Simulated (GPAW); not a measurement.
**Does bcc Fe11Ni5 carry moments in GPAW?**

Wanted: the moments of bcc Fe11Ni5 and the energy gained by spin polarisation.

Program: GPAW 26.7.0. Level of theory: PBE; plane waves with GPAW's PAW setups, scalar-relativistic. Results are calculated unless marked as measured.

## Step 1: The structure

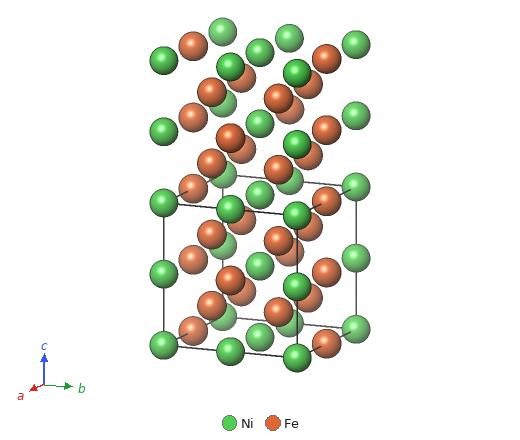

Start, viewed slightly off an axis; nickel green, iron orange. 1×1×2 cells are drawn. Some periodic images of atoms are drawn too.

The cell is a made-up one and need not be a known phase.

## Step 2: Run 1 (ferro ++++++++++++++++)

Parallel moments need no larger cell; this start tests for a ferromagnetic state only.

Contents of order1.py:

```python
import json
import numpy as np
from ase import Atoms
from ase.parallel import paropen, parprint
from gpaw import GPAW

atoms = Atoms(['Ni', 'Fe', 'Ni', 'Fe', 'Ni', 'Fe', 'Fe', 'Fe', 'Fe', 'Fe', 'Fe', 'Fe', 'Ni', 'Fe', 'Ni', 'Fe'],
    cell=[[5.697, 0.0, 0.0],
         [0.0, 5.697, 0.0],
         [0.0, 0.0, 5.697]],
    scaled_positions=[[0.0, 0.0, 0.0],
         [0.25, 0.25, 0.25],
         [0.0, 0.0, 0.5],
         [0.25, 0.25, 0.75],
         [0.0, 0.5, 0.0],
         [0.25, 0.75, 0.25],
         [0.0, 0.5, 0.5],
         [0.25, 0.75, 0.75],
         [0.5, 0.0, 0.0],
         [0.75, 0.25, 0.25],
         [0.5, 0.0, 0.5],
         [0.75, 0.25, 0.75],
         [0.5, 0.5, 0.0],
         [0.75, 0.75, 0.25],
         [0.5, 0.5, 0.5],
         [0.75, 0.75, 0.75]],
    pbc=True,
    magmoms=[0.8, 2.4, 0.8, 2.4, 0.8, 2.4, 2.4, 2.4, 2.4, 2.4, 2.4, 2.4, 0.8, 2.4, 0.8, 2.4])
atoms.calc = GPAW(mode={'name': 'pw', 'ecut': 450},
    xc='PBE',
    kpts={'size': (7, 7, 7), 'gamma': True},
    occupations={'name': 'fermi-dirac', 'width': 0.05},
    convergence={'density': 1e-05, 'energy': 1e-05},
    maxiter=200,
    mixer={'name': 'pulay', 'beta': 0.04, 'nmaxold': 8, 'weight': 100},
    symmetry={'tolerance': 1e-4},
    txt='order1.txt')
e = atoms.get_potential_energy(force_consistent=True)
res = {'free_energy': e, 'energy_sigma0': atoms.get_potential_energy(), 'fermi_energy': atoms.calc.get_fermi_level()}
res['moments'] = atoms.get_magnetic_moments().tolist()
res['total'] = atoms.get_magnetic_moment()
parprint('site moments (muB):', np.round(res['moments'], 3))
parprint(f"total moment: {res['total']:.3f} muB")
parprint(f'free energy: {e:.6f} eV')
atoms.calc.write('order1.gpw')
with paropen('results.json', 'w') as f:
    json.dump(res, f)
```

Started as:

```bash
OMP_NUM_THREADS=1 mpirun -n 4 gpaw python order1.py > order1.log
```

Numbers of over 12 decimals in the logs are rounded to 6 here.

Log:

```text
site moments (muB): [0.812 2.719 0.852 2.719 0.829 2.719 2.402 2.719 2.436 2.719 2.413 2.719
 0.812 2.719 0.852 2.719]
total moment: 32.913 muB
free energy: -134.748761 eV

--- order1.txt ---
Input parameters:
  mode=PW(ecut=450),
  convergence={'density': 1e-05, 'energy': 1e-05},
  kpts=MonkhorstPack(size=(7, 7, 7), gamma=True),
  maxiter=200,
  mixer=Pulay(name='pulay', nmaxold=8, beta=0.04, weight=100, sigma=0.015, g_ss=None),
  occupations=Occupations(name='fermi-dirac', width=0.05),
  symmetry=Symmetry(tolerance=0.0001),
  xc=XC(name='PBE')

Diagonalizing LCAO Hamiltonian
Converting LCAO to pw mode
    .-------------.
   /|             |
  / |  Fe     Fe  |
 *  |             |
 |  |Fe     Fe    |
 |Fe|    Ni       |
 |  |  Fe     Fe  |
 Ni .Fe-Fe--Fe----.
 | /             /
 |/i     Ni     /
 Ni-----Fe-----*

Atoms  # Å, Bohr magnetons
|    | symbol |        x |        y |        z |    initial magnetic moments |
|----|--------|----------|----------|----------|-----------------------------|
|  0 |     Ni | 0.000000 | 0.000000 | 0.000000 | ( 0.0000,  0.0000,  0.8000) |
|  1 |     Fe | 1.424250 | 1.424250 | 1.424250 | ( 0.0000,  0.0000,  2.4000) |
|  2 |     Ni | 0.000000 | 0.000000 | 2.848500 | ( 0.0000,  0.0000,  0.8000) |
|  3 |     Fe | 1.424250 | 1.424250 | 4.272750 | ( 0.0000,  0.0000,  2.4000) |
|  4 |     Ni | 0.000000 | 2.848500 | 0.000000 | ( 0.0000,  0.0000,  0.8000) |
|  5 |     Fe | 1.424250 | 4.272750 | 1.424250 | ( 0.0000,  0.0000,  2.4000) |
|  6 |     Fe | 0.000000 | 2.848500 | 2.848500 | ( 0.0000,  0.0000,  2.4000) |
|  7 |     Fe | 1.424250 | 4.272750 | 4.272750 | ( 0.0000,  0.0000,  2.4000) |
|  8 |     Fe | 2.848500 | 0.000000 | 0.000000 | ( 0.0000,  0.0000,  2.4000) |
|  9 |     Fe | 4.272750 | 1.424250 | 1.424250 | ( 0.0000,  0.0000,  2.4000) |
| 10 |     Fe | 2.848500 | 0.000000 | 2.848500 | ( 0.0000,  0.0000,  2.4000) |
| 11 |     Fe | 4.272750 | 1.424250 | 4.272750 | ( 0.0000,  0.0000,  2.4000) |
| 12 |     Ni | 2.848500 | 2.848500 | 0.000000 | ( 0.0000,  0.0000,  0.8000) |
| 13 |     Fe | 4.272750 | 4.272750 | 1.424250 | ( 0.0000,  0.0000,  2.4000) |
| 14 |     Ni | 2.848500 | 2.848500 | 2.848500 | ( 0.0000,  0.0000,  0.8000) |
| 15 |     Fe | 4.272750 | 4.272750 | 4.272750 | ( 0.0000,  0.0000,  2.4000) |

Unit cell  # Å
| periodic |        x |        y |        z |  lengths |    angles |
|----------|----------|----------|----------|----------|-----------|
|      yes | 5.697000 | 0.000000 | 0.000000 | 5.697000 | 90.000000 |
|      yes | 0.000000 | 5.697000 | 0.000000 | 5.697000 | 90.000000 |
|      yes | 0.000000 | 0.000000 | 5.697000 | 5.697000 | 90.000000 |

Number of symmetries: 8

BZ-sampling:
  Number of BZ points: 343
  Number of IBZ points: 64

  Monkhorst-Pack size: [7, 7, 7]
  Monkhorst-Pack shift: [0, 0, 0]

K-points  # in reciprocal-cell coordinates
|     |                                coordinates |     weight |
|-----|--------------------------------------------|------------|
|   0 | (  0.00000000,   0.00000000,   0.00000000) | 0.00291545 |
|   1 | (  0.00000000,   0.00000000,   0.14285714) | 0.00583090 |
|   2 | (  0.00000000,   0.00000000,   0.28571429) | 0.00583090 |
|   3 | (  0.00000000,   0.00000000,   0.42857143) | 0.00583090 |
|   4 | (  0.00000000,   0.14285714,   0.00000000) | 0.00583090 |
|   5 | (  0.00000000,   0.14285714,   0.14285714) | 0.01166181 |
|   6 | (  0.00000000,   0.14285714,   0.28571429) | 0.01166181 |
|   7 | (  0.00000000,   0.14285714,   0.42857143) | 0.01166181 |
|   8 | (  0.00000000,   0.28571429,   0.00000000) | 0.00583090 |
|   9 | (  0.00000000,   0.28571429,   0.14285714) | 0.01166181 |
| ... |                                            |            |
|  63 | (  0.42857143,   0.42857143,   0.42857143) | 0.02332362 |

Plane wave coefficients: 4024
Cutoff: 450.000000 eV

Spin-components: 2 (collinear spins)
Bands:           124
Projectors:      96
Spin-degeneracy: 1
Datatype:        complex128

Parallelization:
  kpt:    4
  domain: 1
  band:   1

Density:
  Valence electrons: 168.0
  Components: 2
  Grid points: [28 28 28]
  Charge: 0.0  # |e|

Potential:
  Grid points: [28 28 28]

species:
  Ni:
    name:    Nickel
    Z:       28.0
    valence: 16
    core:    12
    charge:  0.0  # [|e|]
    compensation charges:
      type: gauss
      rc: 0.36  # [Å]
      lmax: 2
    cutoffs:
      filter: 2.14  # [Å]
      core: 1.98  # [Å]
    projectors
    | kind |    occ | energy [eV] | rcut [Å] |
    |------|--------|-------------|----------|
    |   4s |  2.000 |      -5.642 |    1.164 |
    |   3p |  6.000 |     -71.394 |    1.207 |
    |   4p |  0.000 |      -1.226 |    1.207 |
    |   3d |  8.000 |      -8.875 |    1.138 |
    |    s |        |      21.570 |    1.164 |
    |    d |        |      18.337 |    1.138 |

    Using partial waves for Ni as LCAO basis

  Fe:
    name:    Iron
    Z:       26.0
    valence: 8
    core:    18
    charge:  0.0  # [|e|]
    compensation charges:
      type: gauss
      rc: 0.33  # [Å]
      lmax: 2
    cutoffs:
      filter: 2.06  # [Å]
      core: 2.67  # [Å]
    projectors
    | kind |    occ | energy [eV] | rcut [Å] |
    |------|--------|-------------|----------|
    |   4s |  2.000 |      -5.291 |    1.164 |
    |   4p |  0.000 |      -1.326 |    1.058 |
    |   3d |  6.000 |      -7.505 |    1.058 |
    |    s |        |      21.920 |    1.164 |
    |    p |        |      25.885 |    1.058 |
    |    d |        |      19.706 |    1.058 |

    Using partial waves for Fe as LCAO basis

Reference energy: -587653.992836  # eV

eigensolver:
  PPCG
  Converge bands: occupied
  niter=2

density mixing:
  Pulay-Mixer
  Linear mixing parameters: 0.04
  Old densities: 8
  Fourier metric: weight=100, sigma=0.015

occupation numbers:
  Fermi-Dirac:
    width: 0.0500  # eV

poisson solver:
  ecut: 3600.000000  # eV

xc functional:
  name: PBE with 2 nearest neighbor stencil

convergence criteria:
- Maximum integral of absolute [dens]ity change: 1e-05 electrons / valence electron
- Maximum [total energy] change in last 3 cyles: 1e-05 eV / valence electron
- Maximum integral of absolute [eigenst]ate change: 4e-08 eV^2 / valence electron
maximum number of iterations: 200

SCF iterations
|iter     |      energy | eigst |  dens |  magmom |
|---------|-------------|-------|-------|---------|
|iter:   1|       0s | -132.940477 | +0.66 |       | +30.4474|
|iter:   2|      30s | -132.582742 | -0.58 | -1.07 | +30.4732|
|iter:   3|      61s | -132.678241 | -1.26 | -1.22 | +30.5262|
|iter:   4|      91s | -132.828822 | -1.83 | -1.27 | +30.6055|
|iter:   5|     122s | -133.133452 | -2.01 | -1.30 | +30.7630|
|iter:   6|     152s | -133.313010 | -2.42 | -1.34 | +30.8576|
|iter:   7|     183s | -134.126820 | -2.04 | -1.37 | +31.4208|
|iter:   8|     213s | -134.542722 | -1.97 | -1.57 | +31.9516|
|iter:   9|     243s | -134.566436 | -2.79 | -1.85 | +32.0147|
|iter:  10|     274s | -134.634084 | -2.61 | -1.90 | +32.3513|
[... 12 iterations left out ...]
|iter:  23|     668s | -134.661915c| -7.27 | -3.97 | +32.9048|
|iter:  24|     698s | -134.661912c| -7.37 | -4.01 | +32.9085|
|iter:  25|     724s | -134.661908c| -7.49c| -4.09 | +32.9107|
|iter:  26|     753s | -134.661903c| -7.57c| -4.15 | +32.9119|
|iter:  27|     783s | -134.661895c| -7.50c| -4.25 | +32.9118|
|iter:  28|     799s | -134.661889c| -7.62c| -4.45 | +32.9124|
|iter:  29|     822s | -134.661885c| -7.59c| -4.65 | +32.9125|
|iter:  30|     836s | -134.661882c| -7.88c| -4.85 | +32.9128|
|iter:  31|     851s | -134.661881c| -8.09c| -4.94 | +32.9129|
|iter:  32|     865s | -134.661880c| -8.21c| -5.03c| +32.9131|

Converged in 32 steps
Energy contributions relative to reference atoms: (reference = -587653.992836)

Energy contributions:
  Kinetic:         134.125971
  Coulomb:        -108.207985
  Zero:              2.192839
  External:          0.000000
  Xc:             -162.685825
  Entropy:          -0.173761
  Spinorbit:         0.000000
  ----------------------------
  Free energy:    -134.748761
  Extrapolated:   -134.661880

dipole moment: (-49.062150, -51.271316, -49.053127)  # |e|*Ang

Total magnetic moment: (0.000000, 0.000000, 32.913092)

Local magnetic moments
|        x |        y |        z |
|----------|----------|----------|
| 0.000000 | 0.000000 | 0.811687 |  # Ni   0
| 0.000000 | 0.000000 | 2.718833 |  # Fe   1
| 0.000000 | 0.000000 | 0.851618 |  # Ni   2
| 0.000000 | 0.000000 | 2.718833 |  # Fe   3
| 0.000000 | 0.000000 | 0.828578 |  # Ni   4
| 0.000000 | 0.000000 | 2.718833 |  # Fe   5
| 0.000000 | 0.000000 | 2.402482 |  # Fe   6
| 0.000000 | 0.000000 | 2.718833 |  # Fe   7
| 0.000000 | 0.000000 | 2.435561 |  # Fe   8
| 0.000000 | 0.000000 | 2.718833 |  # Fe   9
| 0.000000 | 0.000000 | 2.412563 |  # Fe  10
| 0.000000 | 0.000000 | 2.718833 |  # Fe  11
| 0.000000 | 0.000000 | 0.811687 |  # Ni  12
| 0.000000 | 0.000000 | 2.718833 |  # Fe  13
| 0.000000 | 0.000000 | 0.851618 |  # Ni  14
| 0.000000 | 0.000000 | 2.718833 |  # Fe  15

Fermi level: 9.628
Eigenvalues  # (at kpt = [0.000, 0.000, 0.000])
| band index |      eig [eV] | occ [0-1] |      eig [eV] | occ [0-1] |
|------------|---------------|-----------|---------------|-----------|
|          0 |       -54.955 |     1.000 |       -53.837 |     1.000 |
|        ... |               |           |               |           |
|         81 |         8.152 |     1.000 |        10.522 |     0.000 |
|         82 |         8.173 |     1.000 |        10.522 |     0.000 |
|         83 |         8.245 |     1.000 |        10.525 |     0.000 |
|         84 |         8.315 |     1.000 |        10.590 |     0.000 |
|         85 |         8.359 |     1.000 |        10.926 |     0.000 |
|         86 |         8.435 |     1.000 |        10.978 |     0.000 |
|         87 |         8.867 |     1.000 |        11.115 |     0.000 |
|         88 |         8.867 |     1.000 |        11.115 |     0.000 |
|         89 |         9.004 |     1.000 |        11.174 |     0.000 |
|         90 |         9.015 |     1.000 |        11.302 |     0.000 |
|         91 |         9.074 |     1.000 |        11.305 |     0.000 |
|         92 |         9.182 |     1.000 |        11.305 |     0.000 |
|         93 |         9.195 |     1.000 |        11.333 |     0.000 |
|         94 |         9.195 |     1.000 |        11.342 |     0.000 |
|         95 |         9.204 |     1.000 |        11.348 |     0.000 |
|         96 |         9.217 |     1.000 |        11.358 |     0.000 |
|        ... |               |           |               |           |
|        123 |        18.763 |     0.000 |        19.155 |     0.000 |

No gap
No difference between direct/indirect transitions
```

The job ended after 15 min (4 MPI ranks of Arm Neoverse V2, shared host; peak memory 2.1 GiB; 62 min of CPU time).

Spin moment in the augmentation sphere by atom:

```csv
atom,spin moment in the augmentation sphere (μB)
Ni1,0.81
Fe2,2.72
Ni3,0.85
Fe4,2.72
Ni5,0.83
Fe6,2.72
Fe7,2.40
Fe8,2.72
Fe9,2.44
Fe10,2.72
Fe11,2.41
Fe12,2.72
Ni13,0.81
Fe14,2.72
Ni15,0.85
Fe16,2.72
```

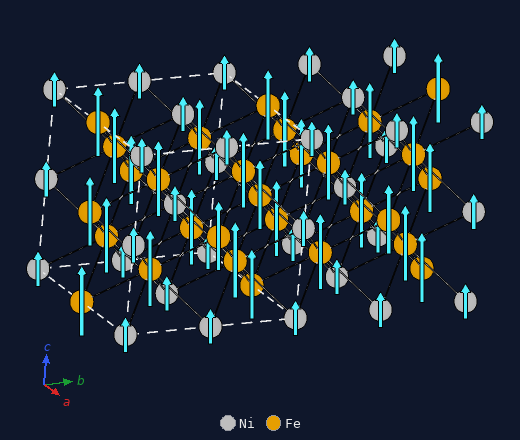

Spin moment in the augmentation sphere as arrows, the longest 2.72 μB. Up and down stand for the sign. Arrows give size and sign along the axis of quantisation, drawn up and down the page. Each arrow also spans its atom, so small moments look longer than they are. 1×2×1 cells are drawn. Some periodic images of atoms are drawn too.

This step gave:

| Property | Result |
| --- | --- |
| magnetization | 32.91 μB |
| final state | ferromagnetic |

After 32 cycles the largest moment stands at 2.72 μB.

(Part 1 of 2 ends here.)

[Logs and program files are shortened in this print: banners, set-up blocks, solver, clock and traceback lines can be left out without a mark of their own.]

[Logs are printed without paths, hosts, clocks, repeated set-up lines and the standing remarks that a program may print on its own settings, such as how far it seeks lower states.]

[Hosts, paths, dates, database ids (printed as entryN), source tags and the programs' standing remarks are cut or masked in the printed files.]

[Where a cell is said to come from a database of computed structures, the database is the Materials Project.]
